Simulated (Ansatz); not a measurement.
CH$_{6}$AsBOSi: nudged elastic band

The run: nudged elastic band of CH$_{6}$AsBOSi. Method and program: RKS r2SCAN/def2-SVP (Ansatz 0.2.0).

One setting was made poor on purpose. It belongs to a series of runs on one base structure; here: band between the two ends. Figures and captions count atoms from 1; the log counts them from 0 in places.

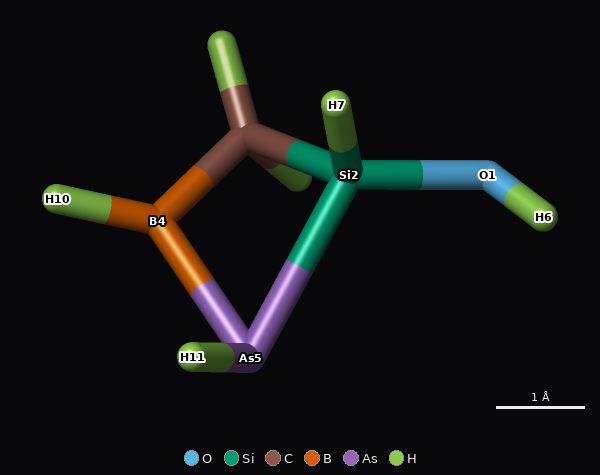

The input geometry (stick view, seen at a tilt; atoms are numbered from 1 in the order of the input).

**Summary**

| quantity | value |
| --- | --- |
| outcome | converged |
| barrier, forward | 0.006 eV |
| barrier, backward | 0.013 eV |
| hardware | 2 threads of AMD EPYC (Zen 4), 16 GiB of memory available, shared host |
| wall time | 3 min (CPU time 5.8 min) |
| peak memory | 0.21 GiB |

A deliberately poor setting: spring. The order of the saddle point was not checked.

**Input**
```yaml
crystal:
  periodic: [false, false, false]
  atoms:
    - { symbol: O, position_ang: [-2.09384, 0.504253, 0.870562] }
    - { symbol: Si, position_ang: [-0.642508, 0.574658, 0.048986] }
    - { symbol: C, position_ang: [0.734317, -0.232602, 1.062042] }
    - { symbol: B, position_ang: [1.336684, -0.70189, -0.294082] }
    - { symbol: As, position_ang: [-0.225644, -1.153638, -1.53216] }
    - { symbol: H, position_ang: [-2.890766, 0.633037, 0.340996] }
    - { symbol: H, position_ang: [-0.368478, 1.958064, -0.438357] }
    - { symbol: H, position_ang: [1.347698, 0.274261, 1.81871] }
    - { symbol: H, position_ang: [0.119262, -1.023973, 1.537048] }
    - { symbol: H, position_ang: [2.472219, -0.532641, -0.668991] }
    - { symbol: H, position_ang: [0.276458, -0.356428, -2.724256] }
basis:
  gaussian: { orbitals: def2-SVP }
hamiltonian:
  xc: r2scan
neb:
  order_check: false
  images: 7
  f_tol: 0.05
  max_iterations: 52
  initial_path: idpp
  spring: 50.0
  final_atoms:
    - { symbol: O, position_ang: [-2.16005475, 0.87649683, 0.60789774] }
    - { symbol: Si, position_ang: [-0.62408548, 0.68327512, -0.01308712] }
    - { symbol: C, position_ang: [0.67269241, -0.22021066, 1.05288772] }
    - { symbol: B, position_ang: [1.30685522, -0.70406597, -0.28389999] }
    - { symbol: As, position_ang: [-0.24869821, -1.09903101, -1.54026758] }
    - { symbol: H, position_ang: [-2.69448828, 0.07823036, 0.69597388] }
    - { symbol: H, position_ang: [-0.2151083, 2.04238579, -0.4457745] }
    - { symbol: H, position_ang: [1.27570569, 0.25352393, 1.83934543] }
    - { symbol: H, position_ang: [0.03184498, -1.01011846, 1.49501502] }
    - { symbol: H, position_ang: [2.46039713, -0.59038597, -0.61952813] }
    - { symbol: H, position_ang: [0.26034159, -0.36699895, -2.76806448] }
```

Launch command:
```bash
ansatz run input.yaml --threads 2 --pin off --max-ram 3072MiB --backend cpu --events-out ev --progress --plain --runs-dir out
```

**What the program printed**
```
Engine: ansatz 0.2.0, x86_64-unknown-linux-gnu
Functional definition: r2SCAN
  parameter k0 = 0.174
  parameter k1 = 0.065
  parameter a1 = 4.9479
  exchange = r2scan_x(k0 = k0, k1 = k1, a1 = a1)
  correlation = r2scan_c
1362 factors; their error is unknown
mean field evaluation 1: about -72551.9780 eV, gradient 6.9e1 eV
mean field evaluation 2: about -72526.7134 eV, gradient 1.2e2 eV
mean field evaluation 4: about -72562.1270 eV, gradient 9.6e0 eV
mean field evaluation 8: about -72562.3430 eV, gradient 1.8e-1 eV
mean field evaluation 16: about -72562.2569 eV, gradient 4.4e-4 eV
mean field -72562.25693703 eV, -2666.6137579716 hartree, gradient 1.2e-5 eV, S^2 0.000000; 0 other end points of the search recorded, 0 dependent functions left out
the calculation of the forces begins
reference -72562.25694747 eV, -2666.6137583554 hartree; 36, 36 occupied and 86, 86 virtual orbitals, 1362 factors
1362 factors; their error is unknown
mean field evaluation 32: about -72562.2641 eV, gradient 2.4e-2 eV
mean field -72562.26408206 eV, -2666.6140205465 hartree, gradient 3.7e-5 eV, S^2 0.000000; 0 other end points of the search recorded, 0 dependent functions left out
[... from here on the field's lines of each further geometry are left out, up to the last ...]
NEB iter   1: max|band force component| = 2.690e-1 eV/Å  barrier→ = 0.0333 eV  barrier← = 0.0404 eV  CI = image 4  Δτ_max = 0.0985 Å  (267 SCF iters)
NEB iter   2: max|band force component| = 1.983e-1 eV/Å  barrier→ = 0.0160 eV  barrier← = 0.0231 eV  CI = image 4  Δτ_max = 0.0218 Å  (206 SCF iters)
NEB iter   3: max|band force component| = 1.606e-1 eV/Å  barrier→ = 0.0127 eV  barrier← = 0.0198 eV  CI = image 4  Δτ_max = 0.0398 Å  (213 SCF iters)
NEB iter   4: max|band force component| = 1.391e-1 eV/Å  barrier→ = 0.0085 eV  barrier← = 0.0157 eV  CI = image 4  Δτ_max = 0.0419 Å  (211 SCF iters)
NEB iter   5: max|band force component| = 1.489e-1 eV/Å  barrier→ = 0.0068 eV  barrier← = 0.0140 eV  CI = image 4  Δτ_max = 0.0190 Å  (211 SCF iters)
NEB iter   6: max|band force component| = 1.027e-1 eV/Å  barrier→ = 0.0064 eV  barrier← = 0.0135 eV  CI = image 4  Δτ_max = 0.0057 Å  (212 SCF iters)
NEB iter   7: max|band force component| = 5.333e-2 eV/Å  barrier→ = 0.0061 eV  barrier← = 0.0132 eV  CI = image 4  Δτ_max = 0.0068 Å  (194 SCF iters)
the calculation of the forces begins
reference -72562.26264511 eV, -2666.6139677398 hartree; 36, 36 occupied and 86, 86 virtual orbitals, 1362 factors
1362 factors; their error is unknown
mean field evaluation 640: about -72551.9438 eV, gradient 6.9e1 eV
mean field -72562.25093592 eV, -2666.6135374350 hartree, gradient 1.9e-5 eV, S^2 0.000000; 1 other end points of the search recorded, 0 dependent functions left out
the calculation of the forces begins
reference -72562.25094631 eV, -2666.6135378167 hartree; 36, 36 occupied and 86, 86 virtual orbitals, 1362 factors
NEB iter   8: max|band force component| = 6.611e-3 eV/Å  barrier→ = 0.0060 eV  barrier← = 0.0131 eV  CI = image 4  Δτ_max = 0.0000 Å  (392 SCF iters)
```

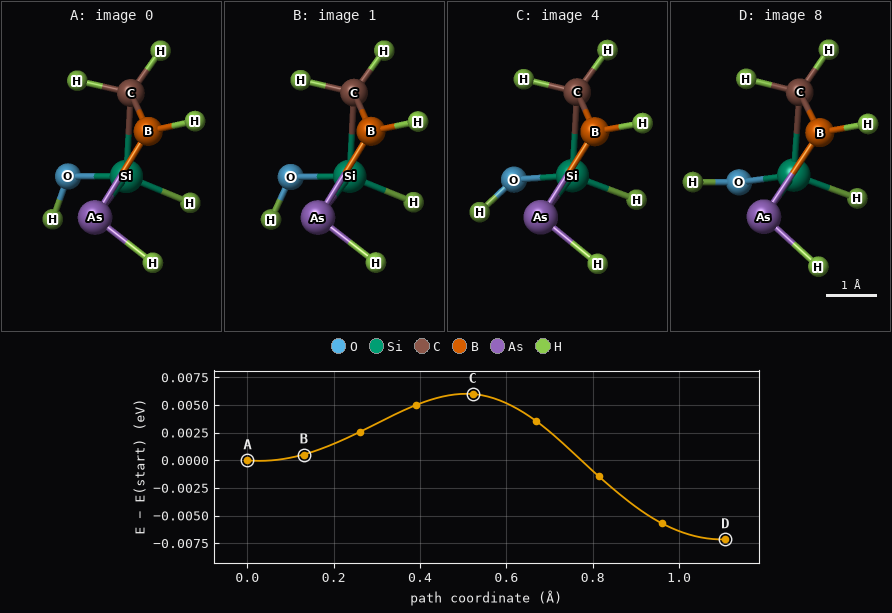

Images of the last band (counted from 0; ball-and-stick, seen at an oblique angle) above the energy along the path; the line is a cubic interpolation that uses the forces. The highest image is number 4, 0.006 eV above the start and 0.013 eV above the end (the climbing image); the end lies 0.007 eV below the start. The path is 1.11 Å long. The band converged in 8 iterations.

```
Total energy: -72562.25094631 eV, -2666.6135378167 hartree
Atom 0 at    -2.093618     0.708105     0.811624 Å, force    -0.006503     0.001973    -0.001040 eV/Å
Atom 1 at    -0.598975     0.669350     0.068934 Å, force     0.003822    -0.000245    -0.004651 eV/Å
Atom 2 at     0.726739    -0.258237     1.067543 Å, force     0.006347    -0.001756    -0.002597 eV/Å
Atom 3 at     1.282828    -0.731031    -0.304097 Å, force     0.000167     0.003647     0.004837 eV/Å
Atom 4 at    -0.313842    -1.060996    -1.535545 Å, force     0.000908    -0.003288     0.000794 eV/Å
Atom 5 at    -2.811121     0.283876     0.325819 Å, force     0.000229     0.000388     0.002966 eV/Å
Atom 6 at    -0.211595     2.044140    -0.349162 Å, force     0.000480    -0.001020     0.000657 eV/Å
Atom 7 at     1.382712     0.196282     1.821709 Å, force    -0.001045    -0.001344     0.000411 eV/Å
Atom 8 at     0.063203    -1.009751     1.539558 Å, force    -0.001468    -0.000414    -0.001384 eV/Å
Atom 9 at     2.418024    -0.607164    -0.695339 Å, force    -0.000994     0.000262     0.000463 eV/Å
Atom 10 at     0.221046    -0.291472    -2.730545 Å, force    -0.001942     0.001797    -0.000457 eV/Å
Dipole moment:    -0.109794     0.021174     0.015863 e Å
this run last wrote the band of iteration 8 to [file]
```

**The last band as extended XYZ (Å, eV, eV/Å)**
```
11
Properties=species:S:1:pos:R:3:forces:R:3 image=0 energy=-72562.25694
O    -2.0938    0.5043    0.8706   -0.0035  -0.0045   0.0036
Si   -0.6425    0.5747    0.0490    0.0073   0.0124  -0.0039
C     0.7343   -0.2326    1.0620    0.0028  -0.0063   0.0087
B     1.3367   -0.7019   -0.2941    0.0121  -0.0012  -0.0058
As   -0.2256   -1.1536   -1.5322   -0.0044  -0.0074   0.0045
H    -2.8908    0.6330    0.3410   -0.0021  -0.0010  -0.0032
H    -0.3685    1.9581   -0.4384   -0.0003   0.0018  -0.0007
H     1.3477    0.2743    1.8187   -0.0013   0.0003  -0.0047
H     0.1193   -1.0240    1.5370    0.0013   0.0015  -0.0021
H     2.4722   -0.5326   -0.6690   -0.0131   0.0001   0.0051
H     0.2765   -0.3564   -2.7243    0.0013   0.0043  -0.0014
11
Properties=species:S:1:pos:R:3:forces:R:3 image=1 energy=-72562.25641
O    -2.0875    0.5358    0.8677   -0.0015  -0.0036   0.0048
Si   -0.6287    0.6008    0.0584   -0.0001  -0.0020  -0.0036
C     0.7368   -0.2382    1.0653    0.0015  -0.0013  -0.0008
B     1.3179   -0.7128   -0.2977    0.0007   0.0019   0.0013
As   -0.2560   -1.1265   -1.5343    0.0021  -0.0021   0.0004
H    -2.8789    0.5456    0.3149   -0.0007   0.0084   0.0005
H    -0.3311    1.9852   -0.4101   -0.0023  -0.0016  -0.0015
H     1.3692    0.2569    1.8138   -0.0012  -0.0002   0.0003
H     0.1069   -1.0127    1.5472    0.0001  -0.0010  -0.0016
H     2.4514   -0.5548   -0.6818    0.0010   0.0012   0.0007
H     0.2654   -0.3362   -2.7229    0.0003   0.0002  -0.0004
11
Properties=species:S:1:pos:R:3:forces:R:3 image=2 energy=-72562.25436
O    -2.0852    0.5818    0.8590   -0.0013  -0.0081   0.0063
Si   -0.6167    0.6259    0.0659    0.0011  -0.0034  -0.0052
C     0.7369   -0.2437    1.0676    0.0023  -0.0020  -0.0013
B     1.3024   -0.7206   -0.3003    0.0011   0.0042   0.0013
As   -0.2819   -1.1016   -1.5341    0.0025  -0.0041   0.0012
H    -2.8610    0.4554    0.2986   -0.0024   0.0146   0.0003
H    -0.2903    2.0084   -0.3859   -0.0040  -0.0018  -0.0022
H     1.3829    0.2378    1.8134   -0.0013  -0.0003   0.0000
H     0.0939   -1.0060    1.5511    0.0002  -0.0012  -0.0014
H     2.4352   -0.5746   -0.6912    0.0007   0.0011   0.0011
H     0.2492   -0.3197   -2.7236    0.0010   0.0009  -0.0001
11
Properties=species:S:1:pos:R:3:forces:R:3 image=3 energy=-72562.25192
O    -2.0879    0.6412    0.8410    0.0011  -0.0095   0.0016
Si   -0.6068    0.6489    0.0700    0.0019  -0.0021  -0.0030
C     0.7340   -0.2505    1.0686    0.0027  -0.0008  -0.0022
B     1.2908   -0.7263   -0.3023    0.0013   0.0057   0.0021
As   -0.3017   -1.0799   -1.5334    0.0009  -0.0049   0.0019
H    -2.8375    0.3660    0.2991   -0.0036   0.0121   0.0012
H    -0.2494    2.0277   -0.3654   -0.0021  -0.0006  -0.0022
H     1.3878    0.2174    1.8163   -0.0011  -0.0011  -0.0003
H     0.0799   -1.0052    1.5487   -0.0009  -0.0009  -0.0006
H     2.4239   -0.5910   -0.6962   -0.0006   0.0002   0.0010
H     0.2323   -0.3053   -2.7260    0.0002   0.0019   0.0005
11
Properties=species:S:1:pos:R:3:forces:R:3 image=4 energy=-72562.25094
O    -2.0936    0.7081    0.8116   -0.0065   0.0020  -0.0010
Si   -0.5990    0.6694    0.0689    0.0038  -0.0002  -0.0047
C     0.7267   -0.2582    1.0675    0.0063  -0.0018  -0.0026
B     1.2828   -0.7310   -0.3041    0.0002   0.0036   0.0048
As   -0.3138   -1.0610   -1.5355    0.0009  -0.0033   0.0008
H    -2.8111    0.2839    0.3258    0.0002   0.0004   0.0030
H    -0.2116    2.0441   -0.3492    0.0005  -0.0010   0.0007
H     1.3827    0.1963    1.8217   -0.0010  -0.0013   0.0004
H     0.0632   -1.0098    1.5396   -0.0015  -0.0004  -0.0014
H     2.4180   -0.6072   -0.6953   -0.0010   0.0003   0.0005
H     0.2210   -0.2915   -2.7305   -0.0019   0.0018  -0.0005
11
Properties=species:S:1:pos:R:3:forces:R:3 image=5 energy=-72562.25335
O    -2.1067    0.7845    0.7636    0.0001   0.0126  -0.0102
Si   -0.5946    0.6862    0.0634   -0.0014   0.0025  -0.0025
C     0.7149   -0.2678    1.0646    0.0013   0.0001  -0.0040
B     1.2792   -0.7338   -0.3063    0.0007   0.0057   0.0048
As   -0.3166   -1.0443   -1.5414   -0.0029  -0.0034   0.0007
H    -2.7816    0.2090    0.3844    0.0061  -0.0158   0.0141
H    -0.1778    2.0572   -0.3319    0.0056   0.0022  -0.0001
H     1.3678    0.1758    1.8283   -0.0051  -0.0028   0.0008
H     0.0489   -1.0244    1.5252   -0.0037  -0.0022  -0.0040
H     2.4182   -0.6197   -0.6890    0.0000  -0.0014   0.0024
H     0.2138   -0.2796   -2.7406   -0.0007   0.0023  -0.0020
11
Properties=species:S:1:pos:R:3:forces:R:3 image=6 energy=-72562.25838
O    -2.1190    0.8450    0.7127   -0.0012   0.0138  -0.0115
Si   -0.5934    0.6983    0.0530   -0.0036   0.0020  -0.0037
C     0.6990   -0.2770    1.0591   -0.0001  -0.0001  -0.0049
B     1.2786   -0.7340   -0.3096    0.0010   0.0033   0.0050
As   -0.3108   -1.0293   -1.5537   -0.0008  -0.0020  -0.0017
H    -2.7501    0.1561    0.4726    0.0093  -0.0135   0.0225
H    -0.1561    2.0675   -0.3209    0.0030   0.0013  -0.0014
H     1.3436    0.1563    1.8359   -0.0070  -0.0023   0.0010
H     0.0330   -1.0435    1.5036   -0.0042  -0.0030  -0.0056
H     2.4233   -0.6295   -0.6773    0.0014  -0.0010   0.0034
H     0.2174   -0.2668   -2.7548    0.0022   0.0016  -0.0032
11
Properties=species:S:1:pos:R:3:forces:R:3 image=7 energy=-72562.26264
O    -2.1275    0.8859    0.6742    0.0006   0.0060  -0.0052
Si   -0.5962    0.7037    0.0383   -0.0039   0.0009  -0.0021
C     0.6807   -0.2862    1.0507   -0.0003   0.0001  -0.0033
B     1.2810   -0.7324   -0.3139    0.0007   0.0008   0.0030
As   -0.2969   -1.0167   -1.5733    0.0011  -0.0013  -0.0020
H    -2.7207    0.1308    0.5812    0.0050  -0.0042   0.0153
H    -0.1480    2.0718   -0.3232   -0.0001  -0.0003  -0.0026
H     1.3120    0.1365    1.8441   -0.0046  -0.0013   0.0006
H     0.0146   -1.0651    1.4739   -0.0029  -0.0020  -0.0041
H     2.4325   -0.6358   -0.6617    0.0013  -0.0001   0.0023
H     0.2339   -0.2495   -2.7699    0.0030   0.0013  -0.0018
11
Properties=species:S:1:pos:R:3:forces:R:3 image=8 energy=-72562.26408
O    -2.1457    0.8882    0.6409    0.0169  -0.0022  -0.0044
Si   -0.6131    0.6932    0.0121   -0.0130   0.0069   0.0052
C     0.6695   -0.2683    1.0440    0.0016   0.0014  -0.0023
B     1.2956   -0.7138   -0.3098    0.0052  -0.0024   0.0009
As   -0.2663   -1.0389   -1.5783   -0.0045  -0.0027  -0.0022
H    -2.6927    0.0958    0.7007   -0.0040  -0.0023  -0.0001
H    -0.1829    2.0604   -0.3719   -0.0008   0.0003  -0.0012
H     1.2801    0.1674    1.8464    0.0003   0.0010   0.0018
H     0.0163   -1.0633    1.4580   -0.0011  -0.0014   0.0005
H     2.4507   -0.6063   -0.6421   -0.0018  -0.0002   0.0010
H     0.2539   -0.2714   -2.7795    0.0013   0.0018   0.0010
```
